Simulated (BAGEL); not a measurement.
**A workflow on GeSiH6O (SMILES [OH][GeH2][SiH3])**

We compute the energy (HF/def2-SVP), then a single-point energy (NEVPT2(2,2)/def2-SVP) of GeSiH6O. 

Program for the calculation: BAGEL 1.2.2.

1 further run of the same task is left out (set aside as unsound or not needed).

**1. The system as given**

GeSiH6O: 9 atoms, total charge 0, spin state singlet. SMILES: `[OH][GeH2][SiH3]`. One bond was lengthened or shortened from a relaxed shape.

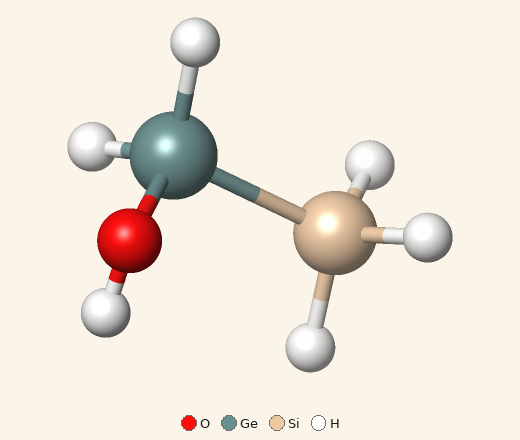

Viewed from a chosen angle; oxygen red, germanium teal, silicon light orange, hydrogen white.

**2. A single-point energy at HF/def2-SVP (density fitting with svp-jkfit) (run 1)**

Input file input.json:

```json
{ "bagel" : [

{
  "title" : "molecule",
  "basis" : "svp",
  "df_basis" : "svp-jkfit",
  "angstrom" : "true",
  "geometry" : [
    { "atom" : "O", "xyz" : [   -1.547283,    0.993074,   -1.054147 ] },
    { "atom" : "Ge", "xyz" : [    0.204417,    0.889474,   -0.694847 ] },
    { "atom" : "Si", "xyz" : [    0.643917,   -1.020826,    0.671053 ] },
    { "atom" : "H", "xyz" : [   -1.855283,    0.257774,   -1.588347 ] },
    { "atom" : "H", "xyz" : [    0.873700,    0.832100,   -1.824400 ] },
    { "atom" : "H", "xyz" : [    0.506217,    2.216574,    0.016553 ] },
    { "atom" : "H", "xyz" : [    2.104117,   -1.142926,    0.929053 ] },
    { "atom" : "H", "xyz" : [    0.178217,   -2.246326,   -0.033047 ] },
    { "atom" : "H", "xyz" : [   -0.074683,   -0.906226,    1.966453 ] }
  ]
},
{ "title" : "hf" },
{ "title" : "print", "file" : "orbitals.molden", "orbitals" : "true" }

]}
```

Started as:

```sh
BAGEL_NUM_THREADS=1 BAGEL input.json > input.out
```

Log:

```text
* using 1 threads per process

  ===============================================================
  ===============================================================

  *** Geometry ***

  { "atom" : "O", "xyz" : [     -2.923941,      1.876638,     -1.992049 ] },
  { "atom" : "Ge", "xyz" : [      0.386292,      1.680862,     -1.313071 ] },
  { "atom" : "Si", "xyz" : [      1.216827,     -1.929082,      1.268106 ] },
  { "atom" : "H", "xyz" : [     -3.505977,      0.487122,     -3.001541 ] },
  { "atom" : "H", "xyz" : [      1.651054,      1.572441,     -3.447616 ] },
  { "atom" : "H", "xyz" : [      0.956611,      4.188718,      0.031281 ] },
  { "atom" : "H", "xyz" : [      3.976205,     -2.159817,      1.755656 ] },
  { "atom" : "H", "xyz" : [      0.336781,     -4.244941,     -0.062450 ] },
  { "atom" : "H", "xyz" : [     -0.141130,     -1.712519,      3.716058 ] },

  Number of auxiliary basis functions:      579

  Since a DF basis is specified, we compute 2- and 3-index integrals:
    o Being stored without compression. Storage requirement is 0.041 GB

  Number of basis functions:       94
  Number of electrons      :       60

    * METHOD: MOLECULE                             0.38

  *** RHF ***

  === Nuclear Repulsion ===
   273.9018265778

      * DIIS with orbital gradients will be used.

  === RHF iteration (svp) ===
      0      -2442.04216127          0.01630829           0.15
      1      -2442.14589891          0.01164744           0.14
      2      -2442.22221535          0.00127117           0.14
      3      -2442.22384653          0.00022299           0.14
      4      -2442.22388444          0.00008173           0.14
      5      -2442.22388948          0.00001900           0.15
      6      -2442.22388992          0.00000409           0.14
      7      -2442.22388995          0.00000105           0.14
      8      -2442.22388995          0.00000029           0.14
      9      -2442.22388995          0.00000008           0.14
     10      -2442.22388995          0.00000003           0.14
     11      -2442.22388995          0.00000001           0.14
     12      -2442.22388995          0.00000000           0.14
    * SCF iteration converged.

    * Permanent dipole moment:
           (   -0.466135,     0.511632,     0.323119) a.u.

    * METHOD: HF                                   2.19

    * METHOD: PRINT                                0.02

  ===============================================================
```

Run time: 2.7 s. Hardware: 1 thread of Arm Neoverse V1, shared host; peak memory 0.16 GiB.

**3. The energy at NEVPT2(2,2)/def2-SVP (density fitting with svp-jkfit) (run 2)**

Input file calc.json:

```json
{ "bagel": [

{
  "title": "molecule",
  "basis": "svp",
  "df_basis": "svp-jkfit",
  "angstrom": true,
  "geometry": [
    { "atom": "O", "xyz": [      -1.547283,       0.993074,      -1.054147 ] },
    { "atom": "Ge", "xyz": [       0.204417,       0.889474,      -0.694847 ] },
    { "atom": "Si", "xyz": [       0.643917,      -1.020826,       0.671053 ] },
    { "atom": "H", "xyz": [      -1.855283,       0.257774,      -1.588347 ] },
    { "atom": "H", "xyz": [       0.873700,       0.832100,      -1.824400 ] },
    { "atom": "H", "xyz": [       0.506217,       2.216574,       0.016553 ] },
    { "atom": "H", "xyz": [       2.104117,      -1.142926,       0.929053 ] },
    { "atom": "H", "xyz": [       0.178217,      -2.246326,      -0.033047 ] },
    { "atom": "H", "xyz": [      -0.074683,      -0.906226,       1.966453 ] }
  ]
},

{
  "title": "hf"
},

{
  "title": "nevpt2",
  "nstate": 1,
  "nact": 2,
  "nclosed": 29,
  "active": [24, 38],
  "maxiter": 200,
  "natocc": true,
  "ncore": 15
},

{
  "title": "print",
  "file": "orbitals.molden",
  "orbitals": true
}

]}
```

Started as:

```sh
BAGEL_NUM_THREADS=1 BAGEL calc.json > calc.out
```

Log:

```text
* using 1 threads per process

  ===============================================================
  ===============================================================

  *** Geometry ***

  { "atom" : "O", "xyz" : [     -2.923941,      1.876638,     -1.992049 ] },
  { "atom" : "Ge", "xyz" : [      0.386292,      1.680862,     -1.313071 ] },
  { "atom" : "Si", "xyz" : [      1.216827,     -1.929082,      1.268106 ] },
  { "atom" : "H", "xyz" : [     -3.505977,      0.487122,     -3.001541 ] },
  { "atom" : "H", "xyz" : [      1.651054,      1.572441,     -3.447616 ] },
  { "atom" : "H", "xyz" : [      0.956611,      4.188718,      0.031281 ] },
  { "atom" : "H", "xyz" : [      3.976205,     -2.159817,      1.755656 ] },
  { "atom" : "H", "xyz" : [      0.336781,     -4.244941,     -0.062450 ] },
  { "atom" : "H", "xyz" : [     -0.141130,     -1.712519,      3.716058 ] },

  Number of auxiliary basis functions:      579

  Since a DF basis is specified, we compute 2- and 3-index integrals:
    o Being stored without compression. Storage requirement is 0.041 GB

  Number of basis functions:       94
  Number of electrons      :       60

    * METHOD: MOLECULE                             0.39

  *** RHF ***

  === Nuclear Repulsion ===
   273.9018265778

      * DIIS with orbital gradients will be used.

  === RHF iteration (svp) ===
      0      -2442.04216127          0.01630829           0.14
      1      -2442.14589891          0.01164744           0.14
      2      -2442.22221535          0.00127117           0.14
      3      -2442.22384653          0.00022299           0.14
      4      -2442.22388444          0.00008173           0.14
      5      -2442.22388948          0.00001900           0.14
      6      -2442.22388992          0.00000409           0.15
      7      -2442.22388995          0.00000105           0.15
      8      -2442.22388995          0.00000029           0.14
      9      -2442.22388995          0.00000008           0.15
     10      -2442.22388995          0.00000003           0.14
     11      -2442.22388995          0.00000001           0.14
     12      -2442.22388995          0.00000000           0.14
    * SCF iteration converged.

    * Permanent dipole moment:
           (   -0.466135,     0.511632,     0.323119) a.u.

    * METHOD: HF                                   2.19

    * freezing 15 orbitals
  ---------------------------
      CASSCF calculation
  ---------------------------

    ==== Active orbitals : =====
         Orbital 24
         Orbital 38
    ============================

    * nstate   :      1
    * nclosed  :     29
    * nact     :      2
    * nvirt    :     63
  === CASSCF iteration (svp) ===

    * Using the second-order algorithm

      0  0     -2442.22405976     4.35e-05      0.04

      1  0     -2442.22484130     1.57e-04      0.76

      2  0     -2442.23096158     6.22e-04      0.63

      3  0     -2442.23922662     5.77e-04      0.85

      4  0     -2442.24032070     7.77e-04      0.83

      5  0     -2442.24394805     2.07e-04      0.81

      6  0     -2442.24422381     9.78e-05      0.74

      7  0     -2442.24423768     4.36e-05      0.80

      8  0     -2442.24423839     1.67e-05      0.83

      9  0     -2442.24423845     5.98e-06      0.88

     10  0     -2442.24423846     2.09e-06      0.85

     11  0     -2442.24423846     7.20e-07      0.87

     12  0     -2442.24423846     2.47e-07      0.81

     13  0     -2442.24423846     8.49e-08      0.78

     14  0     -2442.24423846     2.91e-08      0.69

     15  0     -2442.24423846     9.98e-09      0.62

    * Second-order optimization converged. *

     guess   0:   closed 1.                   open ..

  === FCI iteration ===

      0  0     -2442.22362331     1.04e-01      0.00
      1  0     -2442.24422099     2.33e-03      0.00
      2  0 *   -2442.24423846     6.74e-16      0.00

     * ci vector, state   0, <S^2> = 0.0000
       2.     0.9951486334
       .2    -0.0983829124

  === DF-NEVPT2 calculation ===

    * 3-index integral transformation done
    * assembly done

      NEVPT2 correlation energy:   -0.5076746416      0.25

          (+0)     -0.4264462943
          (+0)'    -0.0373067688
          (+1)     -0.0049246969
          (+1)'    -0.0000000000
          (+2)     -0.0004505766
          (-1)     -0.0314667692
          (-1)'     0.0000000000
          (-2)     -0.0070795357

      NEVPT2 total energy:       -2442.7519131045

    * METHOD: NEVPT2                              12.59

    * METHOD: PRINT                                0.02

  ===============================================================
```

Wall time 16 s (1 thread of Arm Neoverse V1, shared host); peak memory 0.16 GiB.

**4. Results**

| quantity | value |
| --- | --- |
| run 1, HF/def2-SVP: total energy | -2442.22389 Eh |
| run 1, HF/def2-SVP: dipole moment | 1.94 D |
| run 1, HF/def2-SVP: HOMO energy | -10.68 eV |
| run 1, HF/def2-SVP: LUMO energy | 3.12 eV |
| run 1, HF/def2-SVP: HOMO–LUMO gap | 13.81 eV |
| run 2, NEVPT2(2,2)/def2-SVP: total energy | -2442.75191 Eh |
